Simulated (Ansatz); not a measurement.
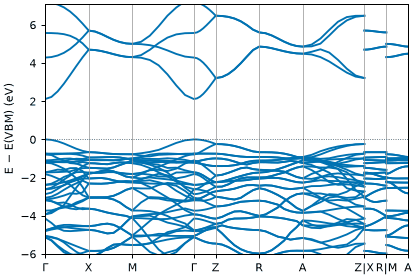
Band structure from r²SCAN (plane waves, PAW; program Ansatz)

Read off the gap and where the band edges lie.

About 2.1 eV (2.11 eV by a search for the band edges); maximum at Γ, minimum at Γ.

Pick the material that matches.
A) MgSb2O6, P4_2/mnm (Mg on 2a, Sb on 4e, O on 8j, O on 4f)
B) Mg2TiO4, P4_122 (Pearson symbol tP28)
C) SnO2, rutile
D) PrClO, P4/nmm (Pr on 2c, O on 2a, Cl on 2c)

A, MgSb2O6, P4_2/mnm (Mg on 2a, Sb on 4e, O on 8j, O on 4f)

The workflow started from a Materials Project entry (that database holds measured and hypothetical structures alike); the Crystallography Open Database files this formula in space group No. 136, but the cells were not matched. Its standing as an ambient phase is unchecked. The cell was relaxed with r²SCAN under the symmetry of its start; whether a distortion lowers the energy is not shown. Scalar-relativistic: spin–orbit coupling is off unless named, which matters more the heavier the elements.

Potentials: the later of the program's two PAW sets.
